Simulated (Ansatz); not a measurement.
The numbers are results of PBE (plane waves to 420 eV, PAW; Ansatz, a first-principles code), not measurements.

Host crystal: wurtzite ZnO, with a band gap (PBE, scalar-relativistic without spin-orbit coupling).

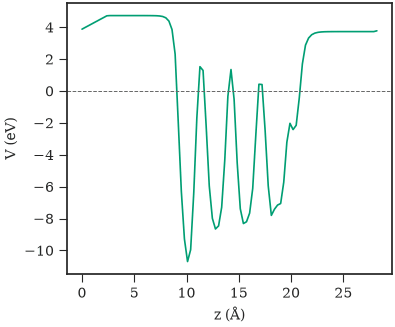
Planar average of the electrostatic potential across the slab, in eV from the Fermi level, for Ru on the 1x1 (10-10) surface of wurtzite ZnO (cut with top plane O + Zn), one in a 2x1 cell, started at the site 'hollow O'

Set-up: 33 atoms, 9.4 Å thick at the start under the adsorbate (thin: gaps and levels are the slab's own); mesh 3x4x1; 0.01 eV smearing; dipole correction on; 16 atoms held, the rest relaxed; no symmetry held; spin-polarised, ending with about 2.2 μB a cell, a value that depends on the mesh; orders that need a larger cell were not tried, no spin-orbit, no U, no dispersion correction. The slab shows no gap over 0.04 eV on its mesh. At the end it is bonded to O + 3 Zn. In PBE it is, or lies within 0.03 eV of, the lowest of the starts that converged.

Question: The surface cell has an area of 34.72 Å². What dipole along the normal does the step between the two vacuum levels imply?

Answer: the top vacuum level lies 1.00 eV below the bottom one; p = −ε₀ A ΔV (ε₀ = 0.005526 e/(V·Å)) gives 0.19 e·Å a cell.
